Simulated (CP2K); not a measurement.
# doublet S2O+: levels of theory compared

We compute a comparison of 3 runs (PM3, GFN2-xTB, PM6) of doublet S2O+. 

The calculation is run with CP2K 2026.2.

7 further runs of the same task are left out: 6 that didn't finish, 1 set aside as unsound or not needed.

## (1) Starting point

S2O+ has 3 atoms, charge +1, and is taken as a doublet. As SMILES of the parent species, `O=S=S`. Geometry: relaxed at PBE0-D4/def2-TZVP. That shape belongs to the parent species and isn't relaxed for this state.

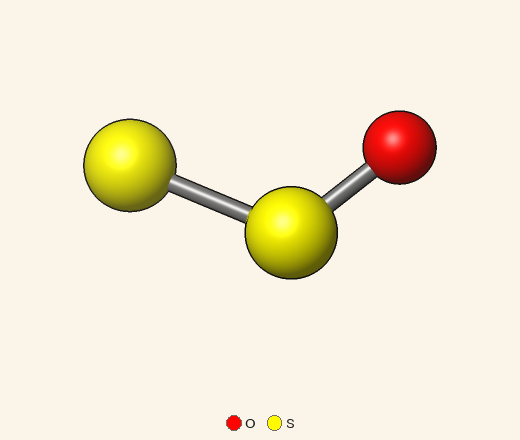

Viewed from a chosen angle; oxygen red, sulfur yellow.

## (2) The energy at PM3 (run 1)

Contents of gas.inp:

```
&GLOBAL
    PROJECT gas
    RUN_TYPE ENERGY
    PRINT_LEVEL MEDIUM
&END GLOBAL

&FORCE_EVAL
    METHOD QUICKSTEP
    &DFT
        CHARGE 1
        MULTIPLICITY 2
        SPIN_POLARIZED T
        &QS
            METHOD PM3
            EPS_DEFAULT 1.0E-10
            &SE
                &COULOMB
                    CUTOFF [angstrom] 50
                    RC_RANGE [angstrom] 0
                &END COULOMB
                &EXCHANGE
                    CUTOFF [angstrom] 50
                    RC_RANGE [angstrom] 0
                &END EXCHANGE
            &END SE
        &END QS
        &POISSON
            PERIODIC NONE
            POISSON_SOLVER ANALYTIC
        &END POISSON
        &SCF
            SCF_GUESS ATOMIC
            EPS_SCF 1.0E-06
            MAX_SCF 40
            &OT
                MINIMIZER CG
                PRECONDITIONER FULL_SINGLE_INVERSE
            &END OT
            &OUTER_SCF
                EPS_SCF 1.0E-06
                MAX_SCF 10
            &END OUTER_SCF
        &END SCF
        &PRINT
            &MOMENTS
                PERIODIC F
                REFERENCE COM
                MAX_MOMENT 1
            &END MOMENTS
            &MO_CUBES
                NLUMO 3
                NHOMO -1
                WRITE_CUBE F
            &END MO_CUBES
            &HIRSHFELD OFF
            &END HIRSHFELD
        &END PRINT
    &END DFT
    &SUBSYS
        &CELL
            ABC 9.5 10.2 9.1
            PERIODIC NONE
        &END CELL
        &COORD
            O      0.451630     1.204020     0.493170
            S      0.529120    -0.205510     0.148940
            S     -0.980740    -0.998510    -0.642110
        &END COORD
        &TOPOLOGY
            &CENTER_COORDINATES
            &END CENTER_COORDINATES
        &END TOPOLOGY
    &END SUBSYS
&END FORCE_EVAL
```

Run with:

```sh
$ OMP_NUM_THREADS=1 cp2k.psmp -i gas.inp > gas.out 2>&1
```

The log of the run:

```text
CP2K| version string:                                       CP2K version 2026.2
[...]
 GLOBAL| Method name                                                        CP2K
[...]
 GLOBAL| Run type                                                         ENERGY
[...]
                             - Atoms:                                          3
[...]
                             - Spherical basis functions:                     12
[...]
 Number of electrons:                                                          9
[...]
     1 OT CG       0.80E-01    0.0     0.25479989       -21.7791641700 -2.18E+01
[...]
    19 OT CG       0.83E+00    0.0     0.00000067       -24.0727785573 -1.28E-10
  *** SCF run converged in    19 steps ***
  Core-core repulsion energy [eV]:                            659.24092479901458
  Core Hamiltonian energy [eV]:                             -1006.94348927795636
  Two-electron integral energy [eV]:                         -614.70210667286835
  Electronic energy [eV]:                                   -1314.29454261439037
  Total energy [eV]:                                         -655.05361781537601
  Atomic reference energy [eV]:                               664.59116056649202
  Heat of formation [kcal/mol]:                               219.94097823677538
[...]
 SE_DIPOLE| Moment [Debye]         -0.04786304       1.97767871       0.50637957
 SE_DIPOLE| Derivative [a.u.]       0.00000000       0.00000000       0.00000000
 *** WARNING in qs_scf_post_se.F:140 :: Printing of MO cube files not ***
 *** implemented for Semi-Empirical method.                           ***
 ENERGY| Total FORCE_EVAL ( QS ) energy [hartree]            -24.072778557256203
[...]
```

Run time: 1.4 s. Hardware: 1 thread of Arm Neoverse V1, shared host.

## (3) A single-point energy at GFN2-xTB (run 2)

Contents of molecule.xyz:

```xyz
3

O      0.451630     1.204020     0.493170
S      0.529120    -0.205510     0.148940
S     -0.980740    -0.998510    -0.642110
```

Contents of qs.inp:

```
&GLOBAL
   PROJECT_NAME qs
   RUN_TYPE ENERGY
   PRINT_LEVEL MEDIUM
&END GLOBAL

&FORCE_EVAL
   METHOD QUICKSTEP
   &DFT
      CHARGE 1
      MULTIPLICITY 2
      UKS T
      # Quickstep
      &QS
         METHOD XTB
         EPS_DEFAULT 1.0E-10
         &XTB
            GFN_TYPE TBLITE
            &TBLITE
               METHOD GFN2
            &END TBLITE
            CHECK_ATOMIC_CHARGES F
         &END XTB
      &END QS
      &POISSON
         PERIODIC NONE
         POISSON_SOLVER ANALYTIC
      &END POISSON
      # SCF settings
      &SCF
         SCF_GUESS ATOMIC
         EPS_SCF 1.0E-06
         MAX_SCF 150
         ADDED_MOS 2
         &DIAGONALIZATION
            ALGORITHM STANDARD
         &END DIAGONALIZATION
         &MIXING
            METHOD DIRECT_P_MIXING
            ALPHA 0.4
         &END MIXING
         &SMEAR ON
            METHOD FERMI_DIRAC
            ELECTRONIC_TEMPERATURE [K] 300
            FIXED_MAGNETIC_MOMENT 1.0
         &END SMEAR
      &END SCF
      &PRINT
         &MOMENTS
            PERIODIC F
            REFERENCE COM
            MAX_MOMENT 1
         &END MOMENTS
         &MO ON
            ENERGIES T
            OCCUPATION_NUMBERS T
            NDIGITS 6
            &EACH
               QS_SCF 0
            &END EACH
            ADD_LAST NUMERIC
         &END MO
         &HIRSHFELD OFF
         &END HIRSHFELD
      &END PRINT
   &END DFT
   # atoms, cell and kinds
   &SUBSYS
      &CELL
         ABC 17.5 18.2 17.1
         PERIODIC NONE
      &END CELL
      &TOPOLOGY
         COORD_FILE_NAME molecule.xyz
         COORD_FILE_FORMAT XYZ
         &CENTER_COORDINATES
         &END CENTER_COORDINATES
      &END TOPOLOGY
   &END SUBSYS
&END FORCE_EVAL
```

Run with:

```sh
$ OMP_NUM_THREADS=1 cp2k.psmp -i qs.inp -o qs.out
```

The log of the run:

```text
CP2K| version string:                                       CP2K version 2026.2
[...]
 GLOBAL| Method name                                                        CP2K
[...]
 GLOBAL| Run type                                                         ENERGY
[...]
                             - Atoms:                                          3
[...]
                             - Spherical basis functions:                     22
[...]
 Number of electrons:                                                          9
[...]
  *** SCF run converged in    19 steps ***
[...]
  Fermi energy:                                                -0.64442759430233
[...]
 TB_DIPOLE| Moment [Debye]          0.31642290      -3.30456472      -0.75520881
 TB_DIPOLE| Derivative [a.u.]       0.00000000       0.00000000       0.00000000
[...]
 ENERGY| Total FORCE_EVAL ( QS ) energy [hartree]            -10.011967902270417
[...]
```

It took 0.35 s on 1 thread of Arm Neoverse V1, shared host.

## (4) The energy at PM6 (run 3)

Contents of molecule.pdb:

```
HETATM    1 O    MOL A   1       0.452   1.204   0.493  1.00  0.00           O
HETATM    2 S    MOL A   1       0.529  -0.206   0.149  1.00  0.00           S
HETATM    3 S    MOL A   1      -0.981  -0.999  -0.642  1.00  0.00           S
END
```

Contents of calc.inp:

```
&FORCE_EVAL
    METHOD QS
    &DFT
        CHARGE 1
        MULTIPLICITY 2
        SPIN_POLARIZED T
        # Quickstep
        &QS
            METHOD PM6
            EPS_DEFAULT 1.0E-10
            &SE
                &COULOMB
                    CUTOFF [angstrom] 50
                    RC_RANGE [angstrom] 0
                &END COULOMB
                &EXCHANGE
                    CUTOFF [angstrom] 50
                    RC_RANGE [angstrom] 0
                &END EXCHANGE
            &END SE
        &END QS
        # isolated system
        &POISSON
            PERIODIC NONE
            POISSON_SOLVER ANALYTIC
        &END POISSON
        # self-consistent field
        &SCF
            SCF_GUESS ATOMIC
            EPS_SCF 1.0E-06
            MAX_SCF 80
            &DIAGONALIZATION
                ALGORITHM STANDARD
            &END DIAGONALIZATION
            &MIXING
                METHOD DIRECT_P_MIXING
                ALPHA 0.4
            &END MIXING
        &END SCF
        &PRINT
            &MOMENTS
                PERIODIC F
                REFERENCE COM
                MAX_MOMENT 1
            &END MOMENTS
            &MO ON
                ENERGIES T
                OCCUPATION_NUMBERS T
                NDIGITS 6
                &EACH
                    QS_SCF 0
                &END EACH
                ADD_LAST NUMERIC
            &END MO
            &HIRSHFELD OFF
            &END HIRSHFELD
        &END PRINT
    &END DFT
    # structure
    &SUBSYS
        # vacuum box
        &CELL
            ABC 11.5 12.2 11.1
            PERIODIC NONE
        &END CELL
        &TOPOLOGY
            COORD_FILE_NAME molecule.pdb
            COORD_FILE_FORMAT PDB
            CONN_FILE_FORMAT OFF
            &CENTER_COORDINATES
            &END CENTER_COORDINATES
        &END TOPOLOGY
    &END SUBSYS
&END FORCE_EVAL

&GLOBAL
    PROJECT calc
    RUN_TYPE ENERGY
    PRINT_LEVEL MEDIUM
&END GLOBAL
```

Run with:

```sh
$ OMP_NUM_THREADS=1 cp2k.psmp -i calc.inp > calc.out 2>&1
```

The log of the run:

```text
CP2K| version string:                                       CP2K version 2026.2
[...]
 GLOBAL| Method name                                                        CP2K
[...]
 GLOBAL| Run type                                                         ENERGY
[...]
                             - Atoms:                                          3
[...]
                             - Spherical basis functions:                     22
[...]
 Number of electrons:                                                          9
[...]
     1 P_Mix/Diag. 0.40E+00    0.0     0.55068816       -20.6238676851 -2.06E+01
[...]
    73 DIIS/Diag.  0.35E-06    0.0     0.00000067       -23.1507920159 -4.26E-13
  *** SCF run converged in    73 steps ***
  Core-core repulsion energy [eV]:                            645.31490133030377
  Core Hamiltonian energy [eV]:                              -976.30786829335057
  Two-electron integral energy [eV]:                         -597.94424233089001
  Electronic energy [eV]:                                   -1275.27998945879563
  Total energy [eV]:                                         -629.96508812849174
  Atomic reference energy [eV]:                               638.95473206649217
  Heat of formation [kcal/mol]:                               207.30613044882480
[...]
 SE_DIPOLE| Moment [Debye]         -1.31456334       2.83503289       0.24553426
 SE_DIPOLE| Derivative [a.u.]       0.00000000       0.00000000       0.00000000
 ENERGY| Total FORCE_EVAL ( QS ) energy [hartree]            -23.150792015919777
[...]
```

Run time: 0.4 s. Hardware: 1 thread of Arm Neoverse V1, shared host.

## (5) All runs side by side

```
run     level  iteration cap  solver  energy (Eh)  heat of formation (kcal/mol)  wall time
  1       PM3             40      OT   -24.072779                         219.9      1.4 s
  2  GFN2-xTB            150    DIAG   -10.011968                             –     0.35 s
  3       PM6             80    DIAG   -23.150792                         207.3      0.4 s
```

## (6) Outcome

```
                                 quantity           value
                      run 3: total energy    -23.15079 Eh
run 3: HOMO energy (highest over α and β)       -15.77 eV
                 run 3: heat of formation  207.3 kcal/mol
```

**Reading.** Force-field and semi-empirical energies have zeros of their own, so their totals don't compare. All runs together took 2.1 s, the longest 1.4 s.
